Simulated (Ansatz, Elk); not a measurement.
# How far do independent atoms describe Cu2BiPb2?

Structure refinements treat a crystal as free atoms side by side. For a made-up structure of Cu2BiPb2 (cell and positions from a PBEsol relaxation) the runs below show what the calculated density changes in F(hkl).

Calculated with Elk 11.2.3 (patched build); DFT, PBE, all-electron APW+lo, Dirac cores, scalar-relativistic bands, static density, no spin.

The structure was built from a prototype and need not be the compound's stable phase.

### Step 1. Starting point

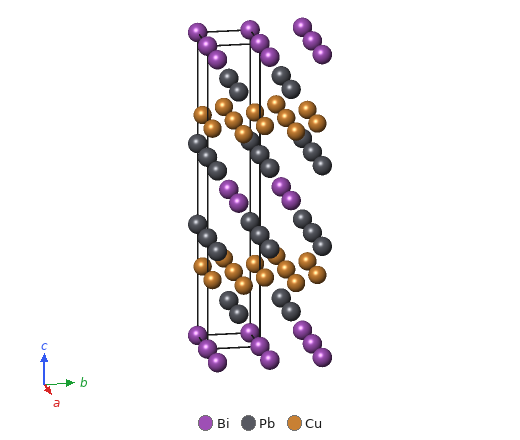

The starting structure, seen slightly off an axis (bismuth purple, lead dark grey, copper orange). 2×2×1 cells are drawn. This picture shows the conventional cell, with its axes. Some periodic images of atoms are drawn too.

### Step 2. Ground state and structure factors

An all-electron density is needed, since X-rays see the cores too. Task 0 finds the density and task 195 Fourier-transforms it; tshift is off so that phases refer to the origin typed.

File elk.in:

```
tasks
  0
  195

xctype
  20

spinpol
  .false.

rgkmax
  7.0

gmaxvr
  14.0

lmaxo
  7

lmaxapw
  8

swidth
  0.002

tshift
  .false.

ramdisk
  .false.

hmaxvr
  5.5

maxscl
  120

epspot
  1e-06

sppath
  './'

avec
  -3.20598588462 3.20598588462 18.85909767116
  3.20598588462 -3.20598588462 18.85909767116
  3.20598588462 3.20598588462 -18.85909767116

atoms
  3
  'Bi.in'
  1
  -0.0000000000 -0.0000000000 -0.0000000000   0.000000 0.000000 0.000000
  'Pb.in'
  2
  0.3668223990 0.3668223990 -0.0000000000   0.000000 0.000000 0.000000
  0.6331776010 0.6331776010 -0.0000000000   0.000000 0.000000 0.000000
  'Cu.in'
  2
  0.2500000000 0.7500000000 0.5000000000   0.000000 0.000000 0.000000
  0.7500000000 0.2500000000 0.5000000000   0.000000 0.000000 0.000000

ngridk
  9 9 9
```

Command:

```bash
$ OMP_NUM_THREADS=4 elk
```

Numbers of over 12 decimals in the logs are rounded to 6 here.

Log:

```text
┌─────────────────────────┐
│ Elk code version 11.2.3 │
└─────────────────────────┘

All units are atomic (Hartree, Bohr, etc.)

┌─────────────────────────────────────────────────┐
│ Ground-state run starting from atomic densities │
└─────────────────────────────────────────────────┘

Lattice vectors :
  -3.205985885       3.205985885       18.85909767
   3.205985885      -3.205985885       18.85909767
   3.205985885       3.205985885      -18.85909767

Reciprocal lattice vectors :
 -0.5189626608E-18  0.9799146867      0.1665823418
  0.9799146867     -0.5189626608E-18  0.1665823418
  0.9799146867      0.9799146867      0.1421808424E-17

Unit cell volume      :    775.3612862
Brillouin zone volume :   0.3199156546

Muffin-tin inner radius fraction :   0.1000000000E-01

Nuclei treated as point charges

Species : 1 (Bi)
 parameters loaded from : Bi.in
 name : bismuth
 nuclear charge    :   -83.00000000
 electronic charge :    83.00000000
 atomic mass :    380947.9285
 muffin-tin radius :    2.800000000
 number of radial points in muffin-tin :   1393
 inner part over the whole radius :   0.9976520004E-02
 number on inner part of muffin-tin    :   1001
 approximate nuclear radius :   0.1052171418E-03
 number of mesh points to nuclear radius :    526
 atomic positions (lattice), magnetic fields (Cartesian) :
  1 :   0.00000000  0.00000000  0.00000000    0.00000000  0.00000000  0.00000000

Species : 2 (Pb)
 parameters loaded from : Pb.in
 name : lead
 nuclear charge    :   -82.00000000
 electronic charge :    82.00000000
 atomic mass :    377702.4943
 muffin-tin radius :    2.800000000
 number of radial points in muffin-tin :   1393
 inner part over the whole radius :   0.9993555083E-02
 number on inner part of muffin-tin    :   1001
 approximate nuclear radius :   0.1047603524E-03
 number of mesh points to nuclear radius :    525
 atomic positions (lattice), magnetic fields (Cartesian) :
  1 :   0.36682240  0.36682240  0.00000000    0.00000000  0.00000000  0.00000000
  2 :  -0.36682240 -0.36682240  0.00000000    0.00000000  0.00000000  0.00000000

Species : 3 (Cu)
 parameters loaded from : Cu.in
 name : copper
 nuclear charge    :   -29.00000000
 electronic charge :    29.00000000
 atomic mass :    115837.2717
 muffin-tin radius :    2.241974359
 number of radial points in muffin-tin :    993
 inner part over the whole radius :   0.9935813764E-02
 number on inner part of muffin-tin    :    700
 approximate nuclear radius :   0.7406004541E-04
 number of mesh points to nuclear radius :    337
 atomic positions (lattice), magnetic fields (Cartesian) :
  1 :   0.25000000 -0.25000000  0.50000000    0.00000000  0.00000000  0.00000000
  2 :  -0.25000000  0.25000000  0.50000000    0.00000000  0.00000000  0.00000000

Total number of atoms per unit cell :    5
Total muffin-tin volume :    370.2653442
 ratio of muffin-tin to unit cell volume :   0.4775391173

Spin treatment :
 spin-unpolarised

Number of Bravais lattice symmetries :   16
Number of crystal symmetries         :   16
Crystal has inversion symmetry
Real symmetric eigensolver will be used

k-point grid :      9     9     9
k-point offset :    0.000000000       0.000000000       0.000000000
k-point set is reduced with full crystal symmetry group
Total number of k-points :       75

Muffin-tin radius times maximum |G+k| :    7.000000000
 using average radius
Maximum |G+k| for APW functions       :    2.716558469
Maximum (1/2)|G+k|²                   :    3.689844956
Maximum |G| for potential and density :    14.00000000
Constant for pseudocharge density :   10
 order of it for each species :   17  17  17
 order of it for pair densities of each species (exact exchange by exxq0 0: 18) :   12  12   6
Radial integration step length :    1

G-vector grid sizes :     90    90    90
Number of G-vectors :    35969

Maximum angular momentum used for
 APW functions            :    8
 outer part of muffin-tin :    7
 inner part of muffin-tin :    2

Total nuclear charge    :   -305.0000000
[...]
Estimated indirect band gap :   0.1515057326E-02
 from k-point 33 to k-point 43
Estimated direct band gap   :   0.3437358551E-02
 at k-point 33

Charges :
 core                        :    228.0000000
 valence                     :    77.00000000
 interstitial                :    7.972811274
 muffin-tins (core leakage)
  species : 1 (Bi)
   atom 1                    :    81.09385323     (  0.6931617422E-03)
  species : 2 (Pb)
[...]
species : 3 (Cu)
[...]
total in muffin-tins        :    297.0271887
 total calculated charge     :    304.9957378
 total charge                :    305.0000000
 error                       :   0.4262243407E-02

RMS change in Kohn-Sham potential (target) :   0.2826125289     (  0.1000000000E-05)
Absolute change in total energy (target)   :   0.5202972633     (  0.1000000000E-03)

[... loops 3 to 18 left out ...]

┌──────────────────┐
│ Loop number : 19 │
└──────────────────┘

Energies :
 Fermi                       :     0.242393
 sum of occupied eigenvalues :     -41156.774744595
 electron kinetic            :      77353.787234664
 core electron kinetic       :      76576.342591992
 Coulomb                     :     -142787.90507096
 Coulomb potential           :     -116790.97827394
 nuclear-nuclear             :     -5499.3476675306
 electron-nuclear            :     -157890.62574800
 Hartree                     :      20602.068344568
 Madelung                    :     -84392.415933989
 xc potential                :     -1719.5837053198
 exchange                    :     -1296.6947003411
 correlation                 :     -18.031416161464
 electron entropic           :    -0.94405913648665E-03
 total energy                :     -66748.844896856

Density of states at Fermi energy :    74.33254885
 (states/Hartree/unit cell)

Estimated indirect band gap :   0.3382185732E-03
 from k-point 36 to k-point 70
Estimated direct band gap   :   0.4551246815E-02
 at k-point 31

Charges :
 core                        :    228.0000000
 valence                     :    77.00000000
 interstitial                :    7.284542645
 muffin-tins (core leakage)
  species : 1 (Bi)
[...]
species : 2 (Pb)
[...]
species : 3 (Cu)
[...]
total in muffin-tins        :    297.7154574
 total calculated charge     :    304.9959116
 total charge                :    305.0000000
 error                       :   0.4088409290E-02

RMS change in Kohn-Sham potential (target) :   0.6765498469E-07 (  0.1000000000E-05)
Absolute change in total energy (target)   :   0.1966580749E-04 (  0.1000000000E-03)

Convergence targets achieved

┌──────────────────┐
│ Loop number : 20 │
└──────────────────┘

Energies :
 Fermi                       :     0.242393
 sum of occupied eigenvalues :     -41156.774744555
 electron kinetic            :      77353.787232381
 core electron kinetic       :      76576.342591226
 Coulomb                     :     -142787.90506984
 Coulomb potential           :     -116790.97827406
 nuclear-nuclear             :     -5499.3476675306
 electron-nuclear            :     -157890.62574526
 Hartree                     :      20602.068342948
 Madelung                    :     -84392.415932813
 xc potential                :     -1719.5837028799
 exchange                    :     -1296.6947002002
 correlation                 :     -18.031416157458
 electron entropic           :    -0.94405909984403E-03
 total energy                :     -66748.844897877

Density of states at Fermi energy :    74.33254510
 (states/Hartree/unit cell)

Estimated indirect band gap :   0.3382152114E-03
 from k-point 36 to k-point 70
Estimated direct band gap   :   0.4551248934E-02
 at k-point 31

Charges :
 core                        :    228.0000000
 valence                     :    77.00000000
 interstitial                :    7.284542634
 muffin-tins (core leakage)
  species : 1 (Bi)
[...]
species : 2 (Pb)
[...]
atom 2                    :    80.40053718     (  0.1190464857E-02)
  species : 3 (Cu)
   atom 1                    :    27.89633381     (  0.3810565487E-03)
   atom 2                    :    27.89633381     (  0.3810565487E-03)
 total in muffin-tins        :    297.7154574
 total calculated charge     :    304.9959116
 total charge                :    305.0000000
 error                       :   0.4088409284E-02

┌──────────────────────────────┐
│ Self-consistent loop stopped │
└──────────────────────────────┘

Warning : the lowest level lies among the core levels :   -2.335798991      -2.530922540

Warning : core states of species 1 leak from the muffin-tin :   0.6692674309E-03

Warning : core states of species 2 leak from the muffin-tin :   0.1190464857E-02

Warning : core states of species 3 leak from the muffin-tin :   0.3810565487E-03

Wrote STATE.OUT
```

The job ended after 2.5 min (4 threads of Intel Xeon Platinum 8259CL at 2.50GHz (Skylake/Cascade Lake), shared host; peak memory 0.41 GiB).

SFACRHO.OUT:

```text

h k l indices transformed by vhmat matrix:
   1.000000000       0.000000000       0.000000000    
   0.000000000       1.000000000       0.000000000    
   0.000000000       0.000000000       1.000000000    

      h      k      l  multipl.   |H|            Re(F)            Im(F)           |F|

      0      0      0      1   0.0000000       305.00000      0.30654906E-15   305.00000    
      1      1     -1      2  0.33316468       8.1730330     -0.64294565E-14   8.1730330    
     -2     -2      2      2  0.66632937      -19.286872     -0.12425469E-13   19.286872    
      0     -1      1      8  0.99397307      -24.305884      -0.0000000       24.305884    
      3      3     -3      2  0.99949405       68.428714     -0.17982017E-13   68.428714    
     -2     -1      1      8   1.0999909       189.70871      -0.0000000       189.70871    
      3      2     -3      8   1.2860695       141.31643      -0.0000000       141.31643    
     -4     -4      4      2   1.3326587       243.79675     -0.22570482E-13   243.79675    
     -1      1      0      4   1.3858086       161.22620     -0.39411775E-16   161.22620    
     -1     -1      0      8   1.4252945       100.26217      0.95074922E-14   100.26217    
     -4     -3      4      8   1.5231438      -54.412963      -0.0000000       54.412963    
     -1     -3      2      8   1.5376802      -107.52064      0.10476295E-14   107.52064    
     -5     -5      5      2   1.6658234      -40.782084     -0.49569916E-13   40.782084    
      3      3     -4      8   1.7086410       147.21360      0.20703484E-13   147.21360    
      5      4     -5      8   1.7910769       24.030773      -0.0000000       24.030773    
      4      4     -5      8   1.9226141       137.86204     -0.24611682E-13   137.86204    
     -1      1     -1      4   1.9598294       226.64112      0.52757227E-14   226.64112    
      0      2     -2      8   1.9879461       10.548262     -0.96573999E-14   10.548262
```

Elk indexes on the primitive cell of elk.in and gives |H| = 4π sin θ/λ in inverse bohr. Below, one row stands for each form hkl of the conventional cell (m members, Friedel mates merged), F is for one primitive cell and the density is static (no thermal factor). Free-atom factors are Waasmaier and Kirfel's, and R is Σm||F|−|F'||/Σm|F|.

```
   hkl   m  sin θ/λ (Å⁻¹)  abs F, DFT  neutral atoms   diff.
   002   2          0.050       8.173          8.229  -0.056
   004   2          0.100      19.287         19.330  -0.043
   101   8          0.149      24.306         24.311  -0.005
   006   2          0.150      68.429         68.311  +0.118
   103   8          0.165     189.709        189.925  -0.216
   105   8          0.193     141.316        141.414  -0.098
   008   2          0.200     243.797        244.644  -0.847
   110   4          0.208     161.226        160.761  +0.465
   112   8          0.214     100.262        101.035  -0.773
   107   8          0.229      54.413         54.518  -0.105
   114   8          0.231     107.521        108.293  -0.772
0 0 10   2          0.251      40.782         41.562  -0.779
   116   8          0.257     147.214        147.983  -0.769
   109   8          0.269      24.031         24.076  -0.045
   118   8          0.289     137.862        137.313  +0.549
   200   4          0.295     226.641        227.139  -0.498
   202   8          0.299      10.548          9.997  +0.552
0 0 12   2          0.301       0.990          1.465  -0.475
   204   8          0.311      19.120         18.654  +0.467
1 0 11   8          0.312     180.177        180.161  +0.016
1 1 10   8          0.326      39.281         39.662  -0.381
   211  16          0.331      19.471         19.484  -0.013
```

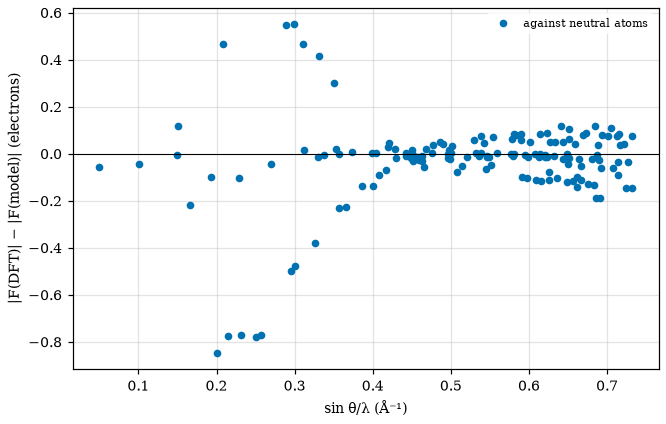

Difference between the calculated structure factors and the independent-atom ones.

### Step 3. The highest occupied states alone

An energy window below the Fermi level keeps the highest occupied states, to see at which angles they scatter; shallow core shells can lie inside it and anion s states outside. No new self-consistency is needed.

elk.in: that of step 2 with these lines changed.

```diff
@@ -1,3 +1,2 @@
 tasks
-  0
   195
@@ -40,2 +39,5 @@
 
+wsfac
+  -0.125100 0.542390
+
 sppath
```

Command:

```bash
$ OMP_NUM_THREADS=4 elk
```

Log:

```text
┌─────────────────────────────────┐
│ Elk code version 11.2.3 started │
└─────────────────────────────────┘

Info(readinput): the functional depends on the density's gradient
 muffin-tin radial points multiplied by    2.00000
 (not where nrmtscf is given)

┌────────────────────┐
│ Current task : 195 │
└────────────────────┘
Info(checkmt): changed muffin-tin radius of species 3 (Cu) from   2.4000 to   2.2420

Info(sfacrho): density structure factors written to SFACRHO.OUT

 Energy window :  -0.1251000000      0.5423900000

┌──────────────────┐
│ Elk code stopped │
└──────────────────┘
```

It took 22 s on 4 threads; peak memory 0.29 GiB; 32 s of CPU time.

States within 10 eV below the Fermi level hold 32.87 electrons; any levels below the window count with the cores, and a count that is not whole means the window cuts a band. Their amplitudes can exceed the total, where window and core parts have opposite phase:

```
hkl  sin θ/λ (Å⁻¹)  abs F, window  abs F, all
002          0.050         18.804       8.173
004          0.100         16.838      19.287
101          0.149          0.480      24.306
006          0.150         15.076      68.429
103          0.165          1.377     189.709
105          0.193          0.490     141.316
008          0.200         13.914     243.797
110          0.208         12.694     161.226
112          0.214         12.716     100.262
107          0.229          0.028      54.413
```

### Step 4. Another functional

The difference from free atoms is small, so it is set against the change that LDA (Perdew-Wang) makes.

elk.in: that of step 3 with these lines changed.

```diff
@@ -1,2 +1,3 @@
 tasks
+  0
   195
@@ -4,3 +5,3 @@
 xctype
-  20
+  3
 
@@ -39,5 +40,2 @@
 
-wsfac
-  -0.125100 0.542390
-
 sppath
```

Command:

```bash
$ OMP_NUM_THREADS=4 elk
```

Log:

```text
┌─────────────────────────┐
│ Elk code version 11.2.3 │
└─────────────────────────┘

All units are atomic (Hartree, Bohr, etc.)

┌─────────────────────────────────────────────────┐
│ Ground-state run starting from atomic densities │
└─────────────────────────────────────────────────┘

Lattice vectors :
  -3.205985885       3.205985885       18.85909767
   3.205985885      -3.205985885       18.85909767
   3.205985885       3.205985885      -18.85909767

Reciprocal lattice vectors :
 -0.5189626608E-18  0.9799146867      0.1665823418
[...]
atom 2                    :    27.90792999     (  0.3969306025E-03)
 total in muffin-tins        :    297.7837150
 total calculated charge     :    304.9958558
 total charge                :    305.0000000
 error                       :   0.4144175249E-02

┌──────────────────────────────┐
│ Self-consistent loop stopped │
└──────────────────────────────┘

Warning : core states of species 1 leak from the muffin-tin :   0.6706686153E-03

Warning : core states of species 2 leak from the muffin-tin :   0.1198357339E-02

Warning : core states of species 3 leak from the muffin-tin :   0.3969306025E-03

Wrote STATE.OUT
[key lines of the parts left out:]
total energy                :     -66709.723061546
```

Wall time 1.8 min (4 threads); peak memory 0.34 GiB.

Against the first run R = 0.01 %; the largest change is -0.062 at 200.

### Step 5. Basis size

A smaller basis shows how fast F responds to it; the change is likely larger than the basis error of the first run, but doesn't show convergence.

elk.in: that of step 4 with these lines changed.

```diff
@@ -5,3 +5,3 @@
 xctype
-  3
+  20
 
@@ -11,3 +11,3 @@
 rgkmax
-  7.0
+  5.5
```

Command:

```bash
$ OMP_NUM_THREADS=4 elk
```

Log:

```text
┌─────────────────────────┐
│ Elk code version 11.2.3 │
└─────────────────────────┘

All units are atomic (Hartree, Bohr, etc.)

┌─────────────────────────────────────────────────┐
│ Ground-state run starting from atomic densities │
└─────────────────────────────────────────────────┘

Lattice vectors :
  -3.205985885       3.205985885       18.85909767
   3.205985885      -3.205985885       18.85909767
   3.205985885       3.205985885      -18.85909767

Reciprocal lattice vectors :
 -0.5189626608E-18  0.9799146867      0.1665823418
[...]
total in muffin-tins        :    297.4871255
 total calculated charge     :    304.9961199
 total charge                :    305.0000000
 error                       :   0.3880073432E-02

┌──────────────────────────────┐
│ Self-consistent loop stopped │
└──────────────────────────────┘

Warning : the lowest level lies among the core levels :   -2.353375688      -2.540184506

Warning : core states of species 1 leak from the muffin-tin :   0.6719120191E-03

Warning : core states of species 2 leak from the muffin-tin :   0.1195558402E-02

Warning : core states of species 3 leak from the muffin-tin :   0.3825086753E-03

Wrote STATE.OUT
[key lines of the parts left out:]
total energy                :     -66748.534981871
```

Wall time 2.8 min (4 threads); peak memory 0.38 GiB; 7.5 min of CPU time.

Against the first run R = 0.02 %; the largest change is +0.136 at 208.

### Step 6. Settings against the effect

```
              run  R against the first run (%)  R against neutral atoms, low angle (%)  wall time
    PBE, rgkmax 7                         0.00                                    0.39    2.5 min
LDA (Perdew-Wang)                         0.01                                    0.40    1.8 min
       rgkmax 5.5                         0.02                                    0.40    2.8 min
```

### Step 7. Results

| Item | Value |
| --- | --- |
| R against neutral atoms, sin θ/λ < 0.3 Å⁻¹ | 0.39 % |
| R against neutral atoms, 0.3 to 0.73 Å⁻¹ | 0.08 % |

What this shows: Independent neutral atoms miss the calculated amplitudes by R = 0.39 % below 0.3 Å⁻¹ and 0.08 % from there to 0.73 Å⁻¹; by shells, 0.10 % below 0.15 Å⁻¹ (3 forms), 0.40 % 0.15 to 0.3 (14 forms), 0.11 % 0.3 to 0.45 (26 forms), 0.08 % above 0.45 (106 forms). Bonding, aspherical density and the tables' own atoms all enter these figures, and the runs don't part them. The largest change of an amplitude is -0.85 electrons, at 008. Weak lines can change much in proportion: 0 0 12 goes from 1.46 to 0.99. The window's part falls from 32.9 electrons at the origin to at most 5.17 between 0.45 and 0.73 Å⁻¹, where compact states inside the window still scatter. Below 0.3 Å⁻¹ the changes that finished (LDA (Perdew-Wang) and rgkmax 5.5) move F by R = 0.03 % at most, against the 0.39 % that separates it from free atoms. The k-mesh has no finished test. These runs have no spin, though d or f shells may be open. Spin-orbit coupling is left out, which can matter for elements this heavy. Part of the difference isn't bonding: the tables are fits to free atoms and ions calculated by other methods than this functional. Thermal motion, anomalous dispersion and extinction are left out.

[Logs are printed without paths, hosts, clocks, repeated set-up lines and the standing remarks that a program may print on its own settings, such as how far it seeks lower states.]

[Hosts, paths, dates, database ids (printed as entryN), source tags and the programs' standing remarks are cut or masked in the printed files.]
